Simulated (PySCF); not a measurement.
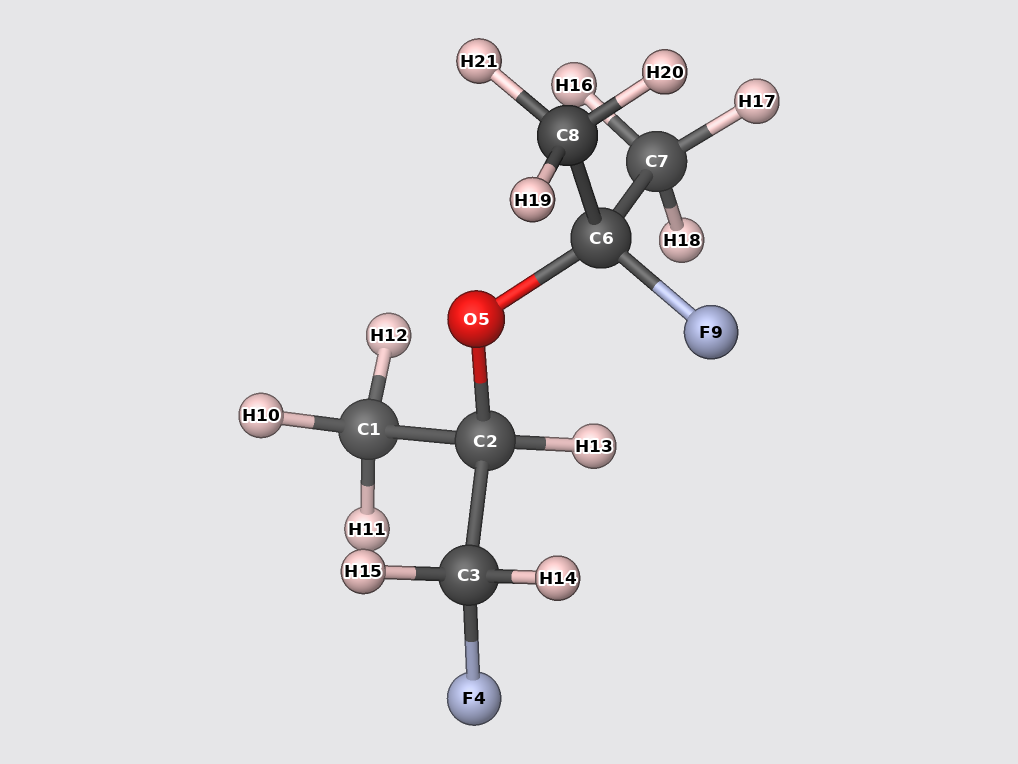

The geometry was computed by an optimisation with PBE0-D3(BJ)/def2-SVP. No frequency run is at hand to confirm it as a minimum. Method: delta-SCF UKS SCAN, pcX-2 on the ionised atom, pcseg-1 elsewhere, spin-free X2C (PySCF 2.14.0).

Give the core-electron binding energies (to vacuum) of C1 1s, C2 1s, C3 1s, F4 1s, O5 1s, C6 1s, C7 1s, C8 1s, F9 1s.

```json
{"atom": "C1", "level": "1s", "binding energy (eV)": "290.7"}
{"atom": "C2", "level": "1s", "binding energy (eV)": "292.2"}
{"atom": "C3", "level": "1s", "binding energy (eV)": "292.8"}
{"atom": "F4", "level": "1s", "binding energy (eV)": "692.4"}
{"atom": "O5", "level": "1s", "binding energy (eV)": "538.6"}
{"atom": "C6", "level": "1s", "binding energy (eV)": "294.4"}
{"atom": "C7", "level": "1s", "binding energy (eV)": "291.0"}
{"atom": "C8", "level": "1s", "binding energy (eV)": "290.9"}
{"atom": "F9", "level": "1s", "binding energy (eV)": "692.1"}
```
